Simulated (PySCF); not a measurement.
**C$_{7}$H$_{7}$ClO, SMILES `OCc1ccc(Cl)cc1`: what the electrons do**

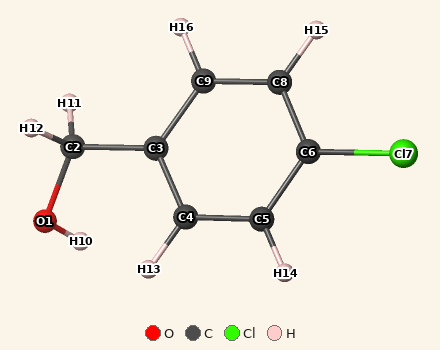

The molecule, with its atoms numbered as below. No frequency check shows the geometry to be a minimum.

Coordinates in Å:

```
O1       3.5505   -0.6891    0.2747
C2       2.8401    0.4319   -0.1900
C3       1.3397    0.2772   -0.1206
C4       0.7616   -0.9841   -0.1845
C5      -0.6115   -1.1381   -0.1253
C6      -1.4141   -0.0157   -0.0058
Cl7     -3.1329   -0.1956    0.0703
C8      -0.8564    1.2518    0.0541
C9       0.5181    1.3909   -0.0007
H10      3.2965   -0.8606    1.1885
H11      3.1424    1.3382    0.3558
H12      3.1450    0.5521   -1.2354
H13      1.3981   -1.8508   -0.2858
H14     -1.0559   -2.1197   -0.1739
H15     -1.4924    2.1180    0.1466
H16      0.9562    2.3770    0.0489
```

Part 1: Excited states

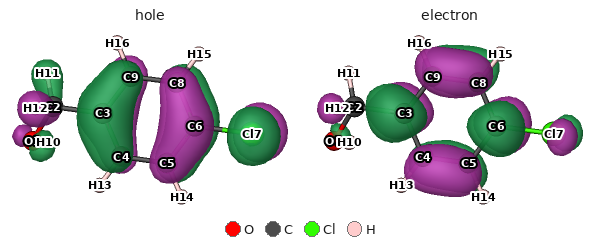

Leading natural transition orbital pair of S₂ (TDA singlet states); the surfaces enclose about 78 % of each orbital's density.

PySCF calculation, ωB97X/cc-pVDZ, gas phase; geometry: GFN2-xTB. Without diffuse functions Rydberg states are missing, so the states' numbers hold for this basis only.

Q: Give its energy and the atoms that hole and electron lie on.

A: 6.32 eV (196 nm), f = 0.144 (bright); the leading pair carries 73 %; hole on C3 and C6 (15 % each), Cl7 (13 %) and C4, C5, C8 and C9 (11 % each), electron on C6 (18 %), C3 (17 %) and C4, C5, C8 and C9 (12 % each) (shares are of the whole state, not of the leading pair alone); their centroids lie 0.2 Å apart. In canonical orbitals it is mainly HOMO → LUMO+1 (46 %). The HOMO–LUMO gap is 10.72 eV.

Part 2: In an electric field

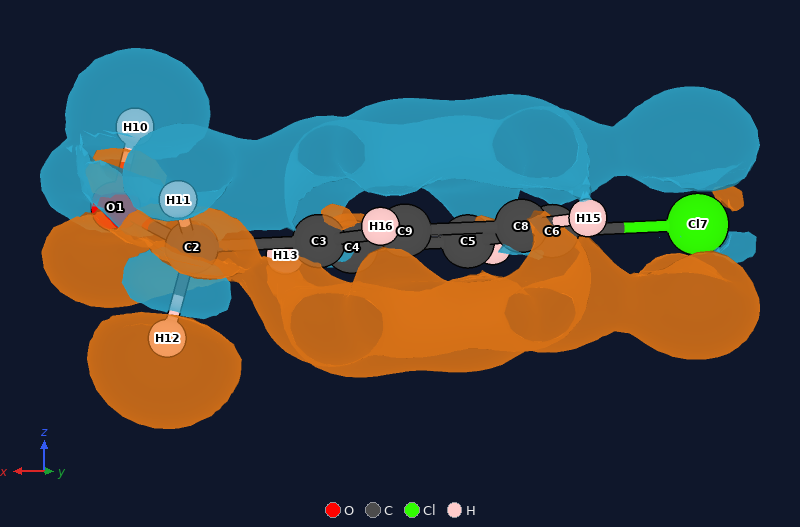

Change of the electron density in a uniform field of 0.10 V/Å, surfaces at ±0.0005 e/Å³ (light blue: gain, orange: loss).

Computed with PySCF, r2SCAN/6-31+G*, geometry: GFN2-xTB. The basis has diffuse s and p functions alone, which still leaves polarisabilities too small, most of all across bonds.

Q: Along which Cartesian direction does the field point?

A: Along −z: electrons gather on the +z side, against the field.

Q: What dipole is induced, and what polarisability does it imply?

A: The induced dipole is 0.29 D (along the field); α along this axis, from the fields in both directions, is 58 bohr³ (8.5 Å³).

Q: Which atoms gain and lose the most charge?

A: Electrons gather most on H10 (Hirshfeld charge changes by −0.003 e) and leave H12 most (+0.004 e); 0.030 electrons are displaced in all.

Part 3: Localised orbitals

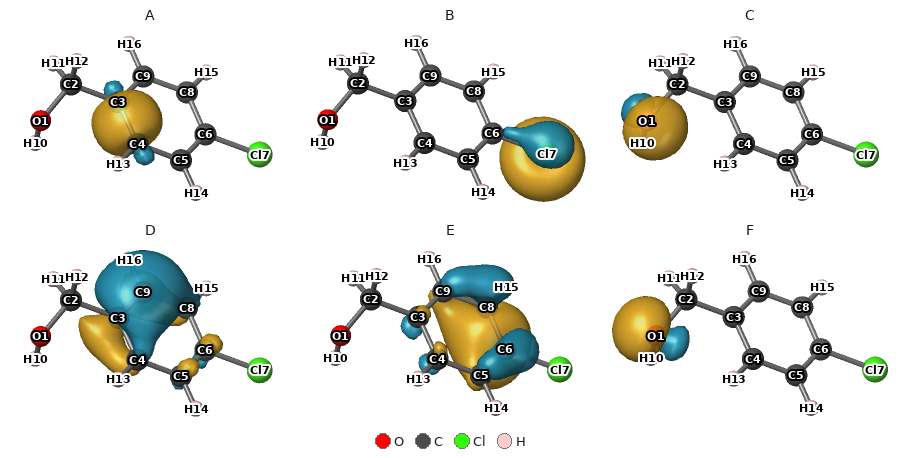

Foster–Boys orbitals, occupied; each surface holds about 85 % of the orbital's density. Energies are diagonal elements of the Fock matrix.

Level of theory: PBE0/def2-SVP (PySCF), at a geometry from GFN2-xTB.

Q: Name the orbitals, with their atomic make-up and energies.

A: By panel:
- A: σ bond C3–C4 (C3 50 %, C4 49 %; −16.4 eV)
- B: lone pair on Cl7 (sp2.7-type) (Cl7 98 %; −12.5 eV)
- C: lone pair on O1 (sp2.7-type) (O1 98 %; −12.5 eV)
- D: bent (banana) bond C9–C3 (C9 45 %, C3 45 %; −13.2 eV)
- E: bent (banana) bond C6–C8 (C6 46 %, C8 45 %, C9 3 %; −13.4 eV)
- F: lone pair on O1 (sp2.4-type) (O1 98 %; −12.7 eV)

Q: How do all the valence pairs divide up?

A: 24 pairs: 13 σ bonds, 6 bent bonds and 5 lone pairs.

Part 4: Magnetic shielding

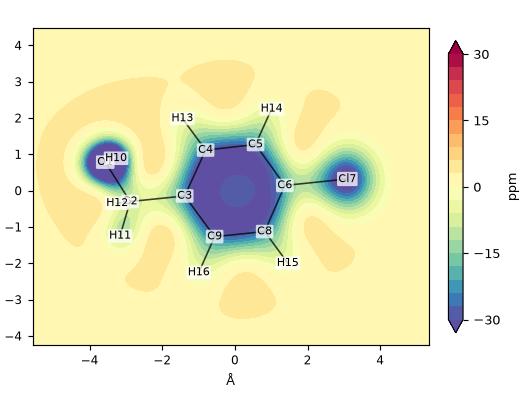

NICSzz (the component normal to the ring) 1.0 Å above the plane of the 6-membered ring C3/C4/C5/C6/C8/C9; GIAO shieldings; atoms are projected onto the map; negative values mean shielding.

Method: PBE0/6-31G*; geometry: GFN2-xTB; program: PySCF.

Q: What does the map say about the ring?

A: It is strongly diatropic (aromatic): NICS(0) = −9.9, NICS(1) = −11.2, NICS(1)zz = −27.3 ppm.

Q: What absolute proton shieldings does the same calculation give?

A: From 24.6 ppm (H13) to 32.3 ppm (H10).

The PySCF runs shown took 25 min, 7 min, 62 s and 2.9 min on 1 thread of AMD EPYC (Zen 3), with other jobs on the host.
